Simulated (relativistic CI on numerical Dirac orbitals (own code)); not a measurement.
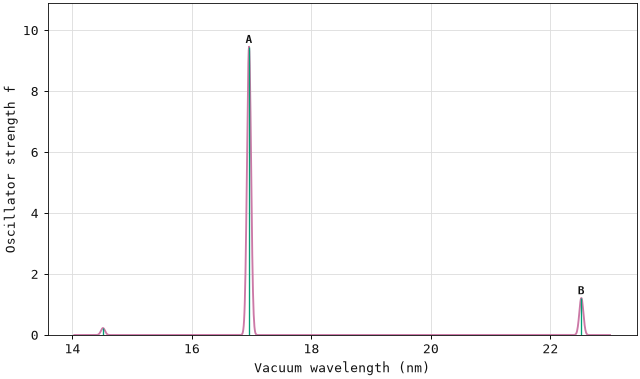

The plot shows absorption lines from the lowest level (oscillator strengths f) for Os⁸⁺ (osmium, Z = 76). The calculation used relativistic CI on Dirac orbitals, KLI exchange-only orbitals, Breit term, model QED, unscaled Slater integrals. The envelope is a Gaussian of full width 0.08 nm, scaled to the tallest stick.

Which transitions are the lettered lines?

Answer. A: 4f¹⁴ 5s² 5p⁵ 5d ¹P°₁ ← 4f¹⁴ 5s² 5p⁶ ¹S₀, 16.96 nm, f = 9.5; B: 4f¹⁴ 5s² 5p⁵ 5d ³D°₁ ← 4f¹⁴ 5s² 5p⁶ ¹S₀, 22.52 nm, f = 1.2. The strongest, A, lies in the extreme ultraviolet region.

Caveat: configurations can be misplaced by up to about 7 % of their energy; only a limited list of configurations is included, so lower levels can be missing; only lines among the lowest 83 of 1488 levels are drawn.
